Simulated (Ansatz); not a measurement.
# CdCu2S4, from a guessed structure to a relaxed one

Starting from a made-up structure for CdCu2S4, the aim is the relaxed cell, its shortest contacts and, where a second run follows, its electronic structure.

Method: DFT, PBE, plane-wave PAW, files of the set soft_1, scalar-relativistic, ferromagnetic start, cell and ions relaxed at zero pressure; PAW set soft_1, in the first sound run; inputs show where later runs differ, in Ansatz 0.2.0.

## (1) Starting point

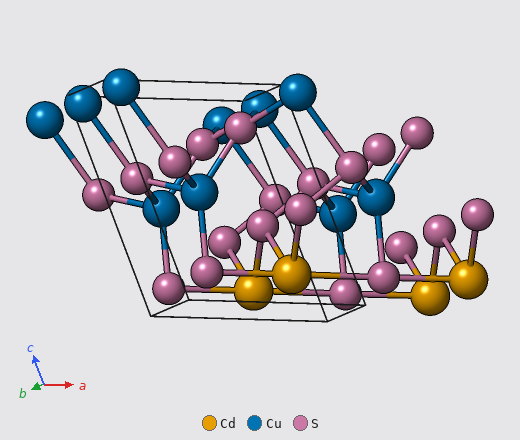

The cell as given, from a free direction (cadmium orange, copper blue, sulfur pink). 2×2×1 cells are drawn. Some periodic images of atoms are drawn too.

## (2) Relaxing cell and atoms

The guessed cell has no reason to be at equilibrium. It is relaxed with the atoms, within the space group of the guess.

input.yaml reads:

```yaml
crystal:
  lattice:
    - [5.521, 0.0, 0.0]
    - [0.0, 3.739, 0.0]
    - [-2.516954456, 0.0, 6.550055669]
  atoms:
    - { symbol: Cd, position: [0.7704, 0.5, 0.1721] }
    - { symbol: Cu, position: [0.0725, 0.0, 0.9663], spin: 0.6 }
    - { symbol: Cu, position: [0.4201, 0.5, 0.5355], spin: 0.6 }
    - { symbol: S, position: [0.7946, 0.5, 0.8366] }
    - { symbol: S, position: [0.8359, 0.0, 0.4303] }
    - { symbol: S, position: [0.2183, 0.0, 0.6301] }
    - { symbol: S, position: [0.2899, 0.5, 0.1701] }
magnetization:
  spin_polarized: true
kpoints:
  mp_grid: { grid: [5, 7, 4] }
scf:
  occupations: { method: fermi_dirac, width: 0.05 }
hamiltonian:
  xc: pbe
  pseudopotentials: { kind: paw, azcp: { folder: soft_1 } }
relax:
  f_tol: 0.015
  max_steps: 70
  cell: {}
output:
  forces: true
  stress: true
```

Command:

```console
$ ansatz run input.yaml --threads 4 --pin off --max-ram 10240MiB --backend cpu --events-out ev --progress --plain --runs-dir out
```

Numbers of over 12 decimals in the logs are rounded to 6 here.

Output:

```text
Engine: ansatz 0.2.0, x86_64-unknown-linux-gnu
Pseudopotentials: kind: paw
Pseudopotential: Cd, paw, valence charge 20, recommended cutoff 420 eV (normal), soft_1/Cd.paw.azcp
Pseudopotential: Cu, paw, valence charge 19, recommended cutoff 420 eV (normal), soft_1/Cu.paw.azcp
Pseudopotential: S, paw, valence charge 6, recommended cutoff 420 eV (normal), soft_1/S.paw.azcp
Functional definition: PBE
  parameter kappa = 0.804
  parameter beta = 0.066725
  exchange = pbe_x(kappa = kappa, mu = beta*pi^2/3)
  correlation = pbe_c(beta = beta)
Crystal: 7 atoms, lattice volume = 135.213 Å³
Basis set: ecut = 420 eV, 2657 PW (Γ), exchange–correlation on 80×50×96 points (8 copies of the dense FFT grid, shifted against one another)
Bands: 50, of which v1, the nominal top of the filled ones, is band 41 counted from 1 (40 counted from 0)
Symmetry: 2 space group operations
Space group: Pm (ITA 6), of the structure as read, at distance tolerance 5.1e-5 Å
Magnetic group: BNS 6.18 (UNI 25), of the structure as read, at distance tolerance 5.1e-5 Å
k-points: 44 of 140 (time reversal used)
Non-local potential: Cd, projectors of the file, l = 0: 3, l = 1: 2, l = 2: 2, l = 3: 1
Non-local potential: Cu, projectors of the file, l = 0: 3, l = 1: 2, l = 2: 3, l = 3: 1
Non-local potential: S, projectors of the file, l = 0: 2, l = 1: 2, l = 2: 1
PAW form: soft (Blöchl's): semilocal exchange-correlation on the pseudo side does not see the compensation charge
PAW one-centre angular grid: Cd, 590 points (default); XC on 64 Gauss nodes
PAW one-centre angular grid: Cu, 590 points (default); XC on 64 Gauss nodes
PAW one-centre angular grid: S, 110 points (default); XC on 64 Gauss nodes
Initial density: superposition of atomic densities (chi_scale 0.1, normalization cell, long waves kept (reshape's long-wave potential 0.17 eV rms))
Starting moments: Σ|m| = 1.2 μB on 2 of 7 sites
Initial wavefunctions: pseudopotential atomic-orbital guess
Functional: x = pbe(κ = 0.804, μ = 0.219515), c = pbe(β = 0.066725)
SCF iter   1: F=—  HF=-25126.962922 eV  |F-HF|=—  |Δ(HF+E_count)|=         —  Δρ=2.39e-1 (↑1.88e-1 ↓2.39e-1)  dr2=2.11e2  dr2_m=1.22e0  M=1.962 μB ∫|m|=2.061 μB  β_m=1.00  ethr=3.10e-3  ⟨swp⟩=8.4  Hψ=20481  notcnv=0  defer=8
preconditioner: auto → Kerker (q_TF=auto, 2.510 Å⁻¹)  [metal: Δε(μ)=0.004 eV  Ē_g=9.263 eV  σ=0.050 eV  W_gap=0.02  n_scr=36 (ndim 8)  ℏωp=24.3 eV  f_vac=0.019  D(μ)=10.08/eV (n_scr^D=112)]
spin=Collinear: Kerker preconditioning applied to the charge; magnetization (m = ρ↑ − ρ↓) channel mixes plain (no charge-response kernel on spin).
SCF iter   2: F=—  HF=-25123.122552 eV  |F-HF|=—  |Δ(HF+E_count)|=    3.84e0  Δρ=1.53e-1 (↑4.25e-2 ↓1.53e-1)  dr2=2.44e1  dr2_m=4.61e0  M=0.272 μB ∫|m|=0.307 μB  β_m=0.30  ethr=3.10e-3  ⟨swp⟩=4.0  Hψ=15852  notcnv=0  defer=113
SCF iter   3: F=—  HF=-25114.254441 eV  |F-HF|=—  |Δ(HF+E_count)|=    8.87e0  Δρ=6.36e-2 (↑2.58e-2 ↓6.36e-2)  dr2=3.53e0  dr2_m=1.75e0  M=0.428 μB ∫|m|=0.468 μB  β_m=0.30  ethr=3.10e-3  ⟨swp⟩=3.5  Hψ=11192  notcnv=0  defer=214
SCF iter   4: F=—  HF=-25113.947776 eV  |F-HF|=—  |Δ(HF+E_count)|=   3.07e-1  Δρ=3.18e-2 (↑3.18e-2 ↓2.73e-2)  dr2=2.58e0  dr2_m=5.60e-1  M=0.594 μB ∫|m|=0.621 μB  β_m=0.30  ethr=3.10e-3  ⟨swp⟩=2.0  Hψ=8979  notcnv=0  defer=217
SCF iter   5: F=—  HF=-25114.062338 eV  |F-HF|=—  |Δ(HF+E_count)|=   1.15e-1  Δρ=3.23e-2 (↑3.23e-2 ↓1.23e-2)  dr2=1.91e0  dr2_m=2.96e-1  M=0.576 μB ∫|m|=0.601 μB  β_m=0.30  ethr=3.10e-3  ⟨swp⟩=2.0  Hψ=6161  notcnv=0  defer=217
SCF iter   6: F=—  HF=-25114.042752 eV  |F-HF|=—  |Δ(HF+E_count)|=   1.96e-2  Δρ=3.30e-2 (↑5.54e-3 ↓3.30e-2)  dr2=8.50e-1  dr2_m=4.12e-1  M=0.332 μB ∫|m|=0.360 μB  β_m=0.30  ethr=2.33e-3  ⟨swp⟩=2.4  Hψ=6871  notcnv=0  defer=218
Mixer restart at iter 6: flushing history
spin-set hold released at iteration 6 (site moments contracting): the magnetisation degrees of freedom join the quasi-Newton model from the next iteration; the mixer history was flushed
SCF iter   7: F=—  HF=-25113.993450 eV  |F-HF|=—  |Δ(HF+E_count)|=   4.93e-2  Δρ=1.62e-2 (↑1.08e-2 ↓1.62e-2)  dr2=1.59e-1  dr2_m=1.90e-1  M=0.340 μB ∫|m|=0.364 μB  β_m=0.46  ethr=1.04e-3  ⟨swp⟩=2.0  Hψ=6025  notcnv=0  defer=216
SCF iter   8: F=—  HF=-25114.014635 eV  |F-HF|=—  |Δ(HF+E_count)|=   2.12e-2  Δρ=1.80e-2 (↑7.61e-3 ↓1.80e-2)  dr2=5.22e-1  dr2_m=8.32e-2  M=0.242 μB ∫|m|=0.264 μB  β_m=0.48  ethr=1.94e-4  ⟨swp⟩=2.0  Hψ=8790  notcnv=0  defer=217
SCF iter   9: F=—  HF=-25113.973783 eV  |F-HF|=—  |Δ(HF+E_count)|=   4.09e-2  Δρ=8.02e-3 (↑5.49e-3 ↓8.02e-3)  dr2=1.71e-1  dr2_m=1.11e-2  M=0.200 μB ∫|m|=0.217 μB  β_m=0.38  ethr=1.94e-4  ⟨swp⟩=2.1  Hψ=8809  notcnv=0  defer=217
SCF iter  10: F=—  HF=-25113.954356 eV  |F-HF|=—  |Δ(HF+E_count)|=   1.94e-2  Δρ=3.29e-3 (↑3.29e-3 ↓1.40e-3)  dr2=1.37e-2  dr2_m=5.09e-3  M=0.183 μB ∫|m|=0.199 μB  β_m=0.69  ethr=1.94e-4  ⟨swp⟩=2.0  Hψ=6328  notcnv=0  defer=217
SCF iter  11: F=—  HF=-25113.959341 eV  |F-HF|=—  |Δ(HF+E_count)|=   4.99e-3  Δρ=1.59e-3 (↑1.59e-3 ↓9.30e-4)  dr2=7.36e-3  dr2_m=2.31e-4  M=0.071 μB ∫|m|=0.079 μB  β_m=0.67  ethr=1.67e-5  ⟨swp⟩=2.0  Hψ=6794  notcnv=0  defer=217
SCF iter  12: F=—  HF=-25113.959862 eV  |F-HF|=—  |Δ(HF+E_count)|=   5.21e-4  Δρ=9.96e-4 (↑9.96e-4 ↓6.01e-4)  dr2=2.60e-3  dr2_m=1.55e-4  M=0.060 μB ∫|m|=0.066 μB  β_m=0.83  ethr=8.98e-6  ⟨swp⟩=1.0  Hψ=4183  notcnv=0  defer=217
SCF iter  13: F=—  HF=-25113.960261 eV  |F-HF|=—  |Δ(HF+E_count)|=   3.99e-4  Δρ=4.48e-4 (↑2.30e-4 ↓4.48e-4)  dr2=4.21e-4  dr2_m=7.05e-5  M=0.041 μB ∫|m|=0.045 μB  β_m=0.92  ethr=3.17e-6  ⟨swp⟩=2.0  Hψ=5226  notcnv=0  defer=217
SCF iter  14: F=—  HF=-25113.960354 eV  |F-HF|=—  |Δ(HF+E_count)|=   9.37e-5  Δρ=3.08e-4 (↑9.30e-5 ↓3.08e-4)  dr2=1.54e-4  dr2_m=2.33e-5  M=0.017 μB ∫|m|=0.020 μB  β_m=0.94  ethr=5.13e-7  ⟨swp⟩=2.0  Hψ=6640  notcnv=0  defer=217
SCF iter  15: F=—  HF=-25113.960362 eV  |F-HF|=—  |Δ(HF+E_count)|=   7.54e-6  Δρ=1.43e-4 (↑1.43e-4 ↓3.05e-5)  dr2=3.42e-5  dr2_m=6.03e-6  M=0.004 μB ∫|m|=0.007 μB  β_m=0.97  ethr=1.88e-7  ⟨swp⟩=2.0  Hψ=6731  notcnv=0  defer=217
SCF iter  16: F=—  HF=-25113.960385 eV  |F-HF|=—  |Δ(HF+E_count)|=   2.29e-5  Δρ=1.25e-4 (↑1.25e-4 ↓1.06e-4)  dr2=4.31e-5  dr2_m=1.38e-6  M=0.003 μB ∫|m|=0.004 μB  β_m=0.97  ethr=4.17e-8  ⟨swp⟩=2.0  Hψ=5536  notcnv=0  defer=217
SCF iter  17: F=—  HF=-25113.960381 eV  |F-HF|=—  |Δ(HF+E_count)|=   4.10e-6  Δρ=2.04e-5 (↑1.46e-5 ↓2.04e-5)  dr2=2.08e-6  dr2_m=5.17e-8  M=-0.000 μB ∫|m|=0.001 μB  β_m=0.99  ethr=4.17e-8  ⟨swp⟩=2.0  Hψ=5468  notcnv=0  defer=217
[...]
relax step  17: F+E_penalty+E_count = -25114.50423404 eV  Δ(F+E_penalty+E_count) = -3.172e-4 eV  max|allowed force component| = 1.144e-2 eV/Å  Δτ_max = 0.0121 Å  P = +0.001 GPa  Ω = 138.364 Å³  energy of the carried Pulay correction = +5.933e-4 eV  (9 SCF iters, dr2 threshold 2.41e-7 eV, accepted)
relax step  18: F+E_penalty+E_count = -25114.50529490 eV  Δ(F+E_penalty+E_count) = -1.061e-3 eV  max|allowed force component| = 1.234e-2 eV/Å  Δτ_max = 0.0000 Å  P = +0.020 GPa  Ω = 138.364 Å³  stress off target by 1.02e-1 GPa  SCF on the basis re-selected at this cell (its energy is not comparable with the rows above)  (13 SCF iters)
relax step  19: F+E_penalty+E_count = -25114.50545528 eV  Δ(F+E_penalty+E_count) = -1.604e-4 eV  max|allowed force component| = 5.024e-3 eV/Å  Δτ_max = 0.0048 Å  P = +0.005 GPa  Ω = 138.337 Å³  energy of the carried Pulay correction = +7.194e-6 eV  (9 SCF iters, dr2 threshold 2.58e-8 eV, accepted)
iter 1 solved again at ethr=1.51e-6 eV; its pass at ethr=3.10e-3 eV (dr2=1.24e-3 eV) is discarded
SCF iter   1: F=—  HF=-25114.505202 eV  |F-HF|=—  |Δ(HF+E_count)|=         —  Δρ=4.96e-5 (↑4.96e-5 ↓4.96e-5)  dr2=3.48e-7  dr2_m=2.67e-13  M=0.000 μB ∫|m|=0.000 μB  β_m=0.30  ethr=1.51e-6  ⟨swp⟩=3.2  Hψ=30848  notcnv=0
eigensolver tolerance schedule: the retry pair's looser diagonalisation over-reported the residual by 3555.89 of it (diagonalisation noise at an unbounded share of the residual, at the tolerance the schedule requests for it); recorded, not acted on — ethr = c·dr2/N_el stays at c = 1.0e-1
preconditioner: auto → Kerker (q_TF=auto, 2.501 Å⁻¹)  [metal: Δε(μ)=0.042 eV  Ē_g=9.566 eV  σ=0.050 eV  W_gap=0.21  n_scr=32 (ndim 8)  ℏωp=24.0 eV  f_vac=0.039  D(μ)=2.92/eV (n_scr^D=12)]
spin=Collinear: Kerker preconditioning applied to the charge; magnetization (m = ρ↑ − ρ↓) channel mixes plain (no charge-response kernel on spin).
SCF iter   2: F=—  HF=-25114.505322 eV  |F-HF|=—  |Δ(HF+E_count)|=   1.20e-4  Δρ=3.49e-5 (↑3.49e-5 ↓3.49e-5)  dr2=1.53e-7  dr2_m=1.48e-13  M=0.000 μB ∫|m|=0.000 μB  β_m=0.52  ethr=4.25e-10  ⟨swp⟩=4.0  Hψ=11124  notcnv=0
SCF iter   3: F=—  HF=-25114.505428 eV  |F-HF|=—  |Δ(HF+E_count)|=   1.06e-4  Δρ=1.63e-5 (↑1.63e-5 ↓1.63e-5)  dr2=9.26e-8  dr2_m=3.49e-14  M=0.000 μB ∫|m|=0.000 μB  β_m=0.62  ethr=1.86e-10  ⟨swp⟩=2.0  Hψ=6110  notcnv=0
SCF iter   4: F=—  HF=-25114.505454 eV  |F-HF|=—  |Δ(HF+E_count)|=   2.64e-5  Δρ=6.85e-6 (↑6.85e-6 ↓6.85e-6)  dr2=1.58e-7  dr2_m=3.39e-15  M=0.000 μB ∫|m|=0.000 μB  β_m=0.46  ethr=1.13e-10  ⟨swp⟩=2.0  Hψ=7843  notcnv=0
SCF iter   5: F=—  HF=-25114.505455 eV  |F-HF|=—  |Δ(HF+E_count)|=   8.63e-7  Δρ=2.24e-6 (↑2.24e-6 ↓2.24e-6)  dr2=1.61e-8  dr2_m=1.39e-15  M=0.000 μB ∫|m|=0.000 μB  β_m=0.36  ethr=1.13e-10  ⟨swp⟩=2.0  Hψ=4870  notcnv=0
SCF iter   6: F=—  HF=-25114.505455 eV  |F-HF|=—  |Δ(HF+E_count)|=   1.15e-7  Δρ=5.65e-7 (↑5.64e-7 ↓5.65e-7)  dr2=1.85e-9  dr2_m=9.71e-16  M=0.000 μB ∫|m|=0.000 μB  β_m=0.68  ethr=1.96e-11  ⟨swp⟩=2.0  Hψ=5082  notcnv=0
SCF iter   7: F=—  HF=-25114.505454 eV  |F-HF|=—  |Δ(HF+E_count)|=   5.78e-7  Δρ=1.42e-7 (↑1.41e-7 ↓1.42e-7)  dr2=2.74e-10  dr2_m=1.20e-16  M=0.000 μB ∫|m|=0.000 μB  β_m=0.72  ethr=2.25e-12  ⟨swp⟩=2.0  Hψ=6954  notcnv=0
SCF iter   8: F=—  HF=-25114.505454 eV  |F-HF|=—  |Δ(HF+E_count)|=  7.64e-11  Δρ=1.60e-7 (↑1.60e-7 ↓1.59e-7)  dr2=2.29e-10  dr2_m=5.45e-17  M=-0.000 μB ∫|m|=0.000 μB  β_m=0.86  ethr=1.00e-12  ⟨swp⟩=2.5  Hψ=5983  notcnv=0
SCF iter   9: F=—  HF=-25114.505454 eV  |F-HF|=—  |Δ(HF+E_count)|=  3.64e-12  Δρ=1.25e-7 (↑1.25e-7 ↓1.25e-7)  dr2=1.11e-10  dr2_m=3.89e-17  M=-0.000 μB ∫|m|=0.000 μB  β_m=0.81  ethr=1.00e-12  ⟨swp⟩=1.0  Hψ=4400  notcnv=0
SCF iter  10: F=-25114.505454 eV  HF=-25114.505454 eV  |F-HF|=7.28e-12  |Δ(HF+E_count)|=  3.64e-11  Δρ=5.10e-8 (↑5.10e-8 ↓5.10e-8)  dr2=1.22e-11  dr2_m=8.12e-18  M=-0.000 μB ∫|m|=0.000 μB  ethr=1.00e-12  ⟨swp⟩=4.3  Hψ=13491  notcnv=0
the starting moments were not kept: the SCF closed with an absolute magnetisation of 3.4e-9 μB, where they sum to 1.2 μB in size (2 sites). That is at most 0.1 of that sum. Measured as dr2_m measures the in/out step, that magnetisation stands 8.3e-19 eV from none, at or under the dr2_threshold of 7.0e-11 eV: it is no larger than a step whose dr2_m would equal this threshold.
SCF 20 converged in 10 iterations: F = -25114.505454 eV  dr2 = 1.22e-11
relax step  20: F+E_penalty+E_count = -25114.50545443 eV  Δ(F+E_penalty+E_count) = +8.522e-7 eV  max|allowed force component| = 5.024e-3 eV/Å  Δτ_max = 0.0000 Å  P = +0.005 GPa  Ω = 138.337 Å³  stress off target by 6.50e-3 GPa  SCF on the basis re-selected at this cell (its energy is not comparable with the rows above)  (10 SCF iters)
basis re-selected at this cell: Δ(F+E_penalty+E_count) = +8.522e-7 eV, ΔP = -0.000 GPa vs the last step (what re-selecting the basis moved, of the pressure what is left beyond the Pulay correction that the steps carried, after the strain that the cell walked since its last selection, with what the two solves' SCF thresholds leave and, on support functions, any second-order correction that the steps lacked; it is no m [...]
SCF converged after 10 iterations
Magnetization: -0.0000 μB (41.0000 up, 41.0000 down)
Absolute magnetization: 0.0000 μB (∫|ρ↑−ρ↓|, with the PAW one-centre terms)
Spin contamination: 0.0000 ħ² per cell (⟨S²⟩ above its minimum at these occupations)
Per-site moments (μB) at R_I (Å): [(2.5629772730347417e-12, 1.043664), (1.5314091089149188e-10, 0.959003), (-1.326813538755948e-10, 0.917584), (-9.966958666176402e-12, 0.947784), (1.0624248589629151e-10, 0.854474), (-1.205458502774886e-10, 0.854474), (-2.6825436016869096e-11, 0.917584)]
Free energy (F): -25114.505454 eV
Harris-Foulkes:  -25114.505454 eV  (|F-HF|=7.28e-12)
Internal energy: -25114.481398 eV  (E = F + TS)
E sigma→0 (E₀):  -25114.493426 eV
Entropy (-TS):   -0.024057 eV (-3.437 meV/atom)
Fermi energy:    7.989568 eV
--- Per-component energies (eV) ---
  E_band       = -1524.162871
  E_kinetic    = 1379.578880
  E_local      = -16834.730787  (includes V_loc(G=0)·N_el)
  E_nonlocal   = 2039.099653
  E_hartree    = 7333.440781
  E_xc         = -646.933687
  E_vxc        = -700.771076  (∫ρ·V_xc dr)
  E_paw        = -10161.256935  (= ΣΔE_a)
  E_vpaw       = -2074.223465  (= ΣTr[D̂ρ^β])
  E_aug_tail   = 0.002235  (compensation charges beyond the density's cutoff)
  E_ewald      = -8223.681537
  E_smearing   = -0.024057  (= −TS)
  E_closure    = -0.000000  (closes the sum)
  Σ components = -25114.505454   (vs F -25114.505454, Δ=0.00e0)
--- Forces (eV/Å), atoms counted from 1 ---
  atom   1  Cd    -0.00036802    -0.00000000    -0.00400075
  atom   2  Cu     0.00053680     0.00000000     0.00070898
  atom   3  Cu    -0.00123890    -0.00000000    -0.00342338
  atom   4  S      0.00107409     0.00000000     0.00092966
  atom   5  S      0.00124064     0.00000000     0.00502434
  atom   6  S     -0.00163116    -0.00000000     0.00002736
  atom   7  S      0.00038697    -0.00000000     0.00073400
  max |Σ_I F_I| component: 4.26e-7 eV/Å
--- Stress (GPa, compression-positive) ---
        0.004404      -0.000000      -0.000098
       -0.000000       0.004245       0.000000
       -0.000098       0.000000       0.006494
  P = ⅓ Tr σ = 0.0050 GPa (0.050 kbar)
--- Relaxed structure (17 steps of the walk, 16 accepted, 3 SCFs on fresh bases) ---
  F+E_penalty+E_count = -25114.50545443 eV   max|allowed force component| = 5.024e-3 eV/Å   (the final SCF, on the basis selected at the relaxed cell)
  cell:  # Å, volume = 138.3370 Å³
    - [7.046271, 0.0, -0.553653]
    - [0.0, 3.568880, 0.0]
    - [-3.869154, 0.0, 5.805084]
  atoms:
    - { symbol: Cd, position: [0.679725, 0.5, 0.153229] }
    - { symbol: Cu, position: [0.035627, 0.0, 0.960357] }
    - { symbol: Cu, position: [0.391045, 0.5, 0.502085] }
    - { symbol: S, position: [0.777961, 0.5, 0.860618] }
    - { symbol: S, position: [0.932882, 0.0, 0.508654] }
    - { symbol: S, position: [0.280814, 0.0, 0.619868] }
    - { symbol: S, position: [0.303646, 0.5, 0.136190] }
```

Wall time 3.4 min (4 threads of INTEL XEON PLATINUM 8581C at 2.10GHz (Emerald Rapids), shared host); peak memory 0.78 GiB.

The steps of the relaxation:

```
step  energy less that of the first step (eV)  largest force component (eV/Å)  pressure (GPa)  volume (Å³)
   1                                   0.0000                          1.0481            0.11       135.21
   2                                  -0.1387                          0.2433           -0.93       135.51
   3                                  -0.2342                          0.2903           -0.77       136.35
   4                                  -0.3294                          0.3811           -0.44       137.56
   5                                  -0.3719                          0.3217           -0.16       139.79
   6                                  -0.3921                          0.1846            0.19       139.63
   7                                  -0.4039                          0.1161            0.07       140.02
   8                                  -0.4057                          0.0377           -0.03       140.05
   9                                  -0.4058                          0.0246            0.04       139.94
  10                                  -0.4060                          0.0024            0.00       140.01
 11*                                  -0.4449                          0.0043            0.46       140.01
  12                                  -0.4913                          0.0837            0.32       139.69
  13                                  -0.5307                          0.3106           -0.27       139.76
  14                                  -0.5404                          0.1336            0.13       137.54
  15                                  -0.3378                          0.7585           -0.34       143.24
  16                                  -0.5435                          0.0621           -0.04       138.37
  17                                  -0.5439                          0.0114            0.00       138.36
 18*                                  -0.5449                          0.0123            0.02       138.36
  19                                  -0.5451                          0.0050            0.01       138.34
 20*                                  -0.5451                          0.0050            0.01       138.34
```

Relaxation steps marked * repeat the geometry before them on a plane-wave basis chosen anew for their cell, so energy and pressure can jump there. Relaxation step 15 was tried and not accepted.

Forces are held to the 2 operations that the run works with; a distortion that breaks them can't arise in this run.

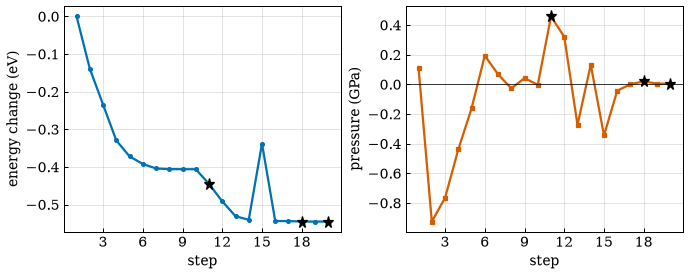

Energy and pressure along the relaxation. Stars mark steps on a basis chosen anew.

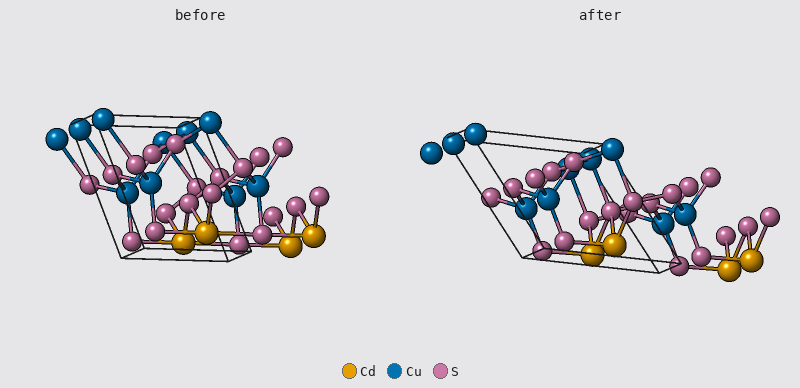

The structure before and after the relaxation, drawn at the same scale. Bonds to atoms that aren't drawn are left out.

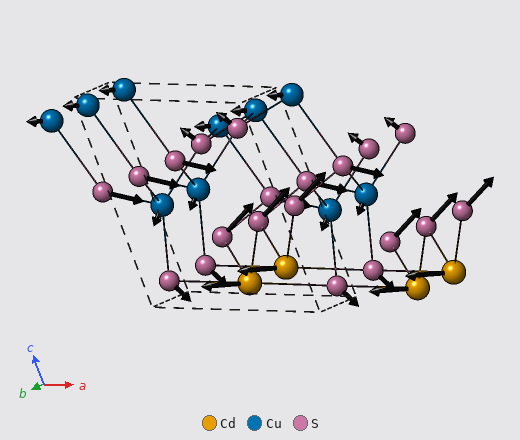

Displacements in the relaxation, exaggerated, measured against the changing cell; the longest in the cell stands for 0.57 Å. 2×2×1 cells are drawn. Some periodic images of atoms are drawn too.

```
     cell as run  before   after   change
           a (Å)   5.521   7.068  +28.0 %
           b (Å)   3.739   3.569   -4.5 %
           c (Å)   7.017   6.976   -0.6 %
           β (°)  111.02  128.18  +15.5 %
volume (Å³/atom)   19.32   19.76   +2.3 %
```

The atoms that moved most (Å, as changes of fractional coordinates times the final cell):

```
atom      dx     dy      dz  length
 Cd1  -0.566  0.000  -0.059   0.569
  S5   0.380  0.000   0.401   0.553
  S6   0.480  0.000  -0.094   0.489
  S7   0.228  0.000  -0.204   0.306
  S4  -0.210  0.000   0.149   0.257
 Cu2  -0.237  0.000  -0.014   0.237
 Cu3  -0.075  0.000  -0.178   0.193
```

This step gave:

```yaml
free_energy: -25114.5055 eV
energy_at_zero_smearing: -25114.4934 eV
smearing_term_ts: 0.02406 eV
fermi_energy: 7.990 eV
electrons: 82
symmetry_operations: 2
pressure: 0.005048 GPa
```

Shortest distances by pair of elements, guess and relaxed (not always the same contact):

```
 pair  guess (Å)  relaxed (Å)
  S–S      2.074        2.071
 Cu–S      2.368        2.224
 Cd–S      2.405        2.530
Cu–Cu      3.739        3.470
Cd–Cd      3.739        3.569
```

The relaxation ends with a largest force component of 0.0050 eV/Å and a pressure of 0.01 GPa. The starting moments have collapsed: the run ends non-magnetic.

(Part 1 of 2 ends here.)

[Logs are printed without paths, hosts, clocks, repeated set-up lines and the standing remarks that a program may print on its own settings, such as how far it seeks lower states.]

[Hosts, paths, dates, database ids (printed as entryN), source tags and the programs' standing remarks are cut or masked in the printed files.]
